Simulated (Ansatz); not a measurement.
C$_{2}$H$_{6}$BrSi (doublet)

Input file:

```
crystal:
  periodic: [false, false, false]
  atoms:
    - symbol: C
      position_ang: [-0.927168, -1.901477, 0.754036]
    - symbol: C
      position_ang: [0.419039, 0.737205, -0.277182]
    - symbol: Br
      position_ang: [-1.256466, 0.881920, 2.676473]
    - symbol: Si
      position_ang: [-1.109309, -0.014203, 0.575329]
    - symbol: H
      position_ang: [0.002770, -2.137240, 1.314573]
    - symbol: H
      position_ang: [-0.865087, -2.374783, -0.247671]
    - symbol: H
      position_ang: [-1.785150, -2.339283, 1.299820]
    - symbol: H
      position_ang: [0.517330, 0.334847, -1.306606]
    - symbol: H
      position_ang: [0.347198, 1.840524, -0.333651]
    - symbol: H
      position_ang: [1.334732, 0.473672, 0.294307]
basis:
  gaussian:
    orbitals: def2-TZVPD
hamiltonian:
  xc: pbe0
magnetization:
  spin_polarized: true
  initial_magnetization: 1
output:
  forces: true
  orbitals: {seedname: orbitals}
```

Launched as:

```sh
ansatz run input.yaml --threads 2 --pin off --max-ram 4350MiB --events-out events.jsonl --progress --plain --runs-dir runs
```

Geometry: BLYP-D3(BJ)/def2-SVP.

All numbers below come from isolated molecule in a Gaussian basis; Kohn-Sham density functional theory, functional PBE0 (Ansatz 0.2.0).

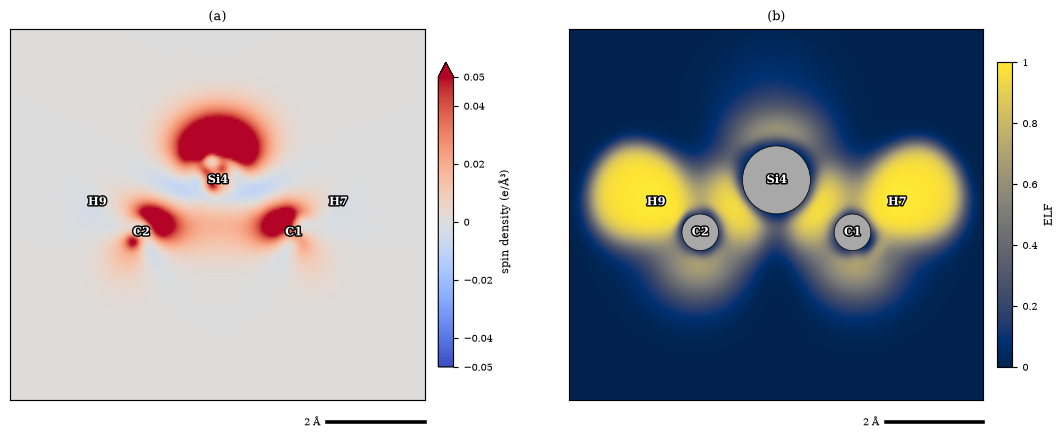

Figure 1. (a) spin density; (b) electron localisation function on the plane of atoms Si4, C2 and H9. Grey discs cover the atomic cores in the ELF map.

**What do the fields say about this system?**

Atoms in the plane: C, Si and H. C–Si (1.90 Å): the ELF peaks at about 0.95 between the atoms: a covalent bond. C–H (1.11 Å): the ELF climbs to about 1 towards the hydrogen, as it does in any bond to H; an ordinary covalent bond to hydrogen. The unpaired spin (1 electron) lies mostly on Si4 (about 0.7) and Br3 (about 0.1), in electrons by Hirshfeld's partition.

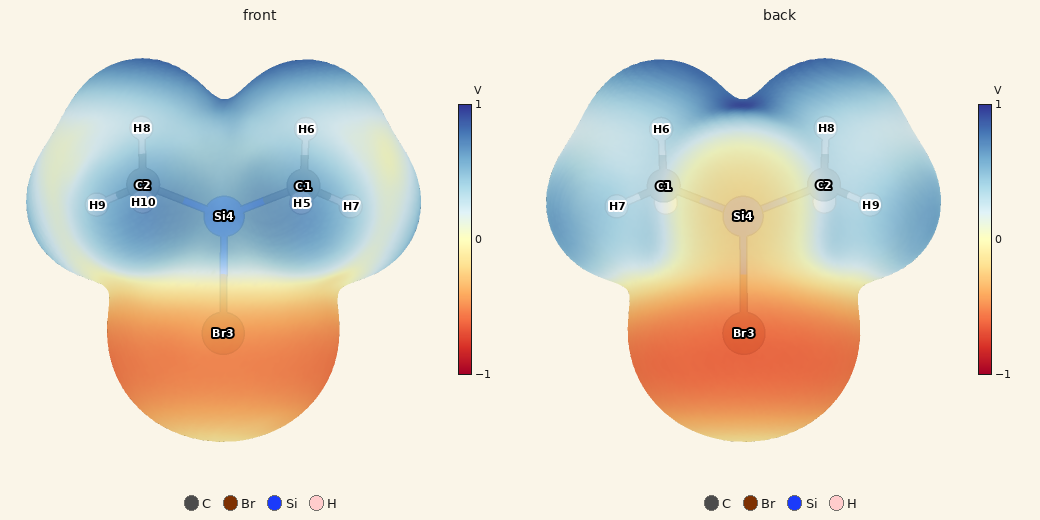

Figure 2. The molecular electrostatic potential painted on the density surface at 0.001 e/bohr³, seen from the front and from behind; red is negative and blue positive.

**Describe the electrostatic potential map.**

The most negative region (about −0.6 V) lies over Br3, the most positive (about +0.9 V) over Si4.

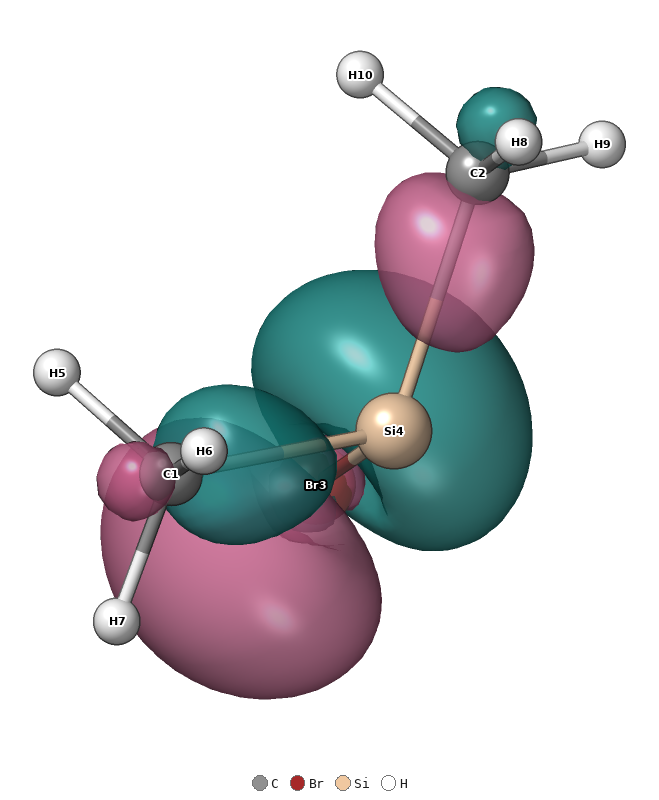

Figure 3. The HOMO−1 (α) at ±0.15 Å⁻³ᐟ² (teal and pink are the two phases), seen at an oblique angle.

**Describe this orbital and give its energy.**

It lies mainly on Br3 (about 80 %) and Si4 (about 5 %); largely a lone pair of Br3. Its energy is −8.13 eV.

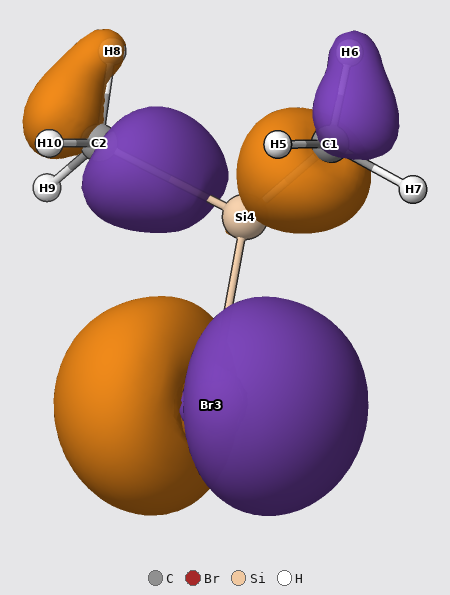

Figure 4. The HOMO (β) at ±0.1 Å⁻³ᐟ² (orange and purple are the two phases), seen at a tilt.

**Where does this orbital lie, and at what energy?**

Its weight (Hirshfeld) is mainly on Br3 (about 75 %), Si4 (about 10 %), C2 (about 5 %) and C1 (about 5 %); largely a lone pair of Br3. Its energy is −8.06 eV.
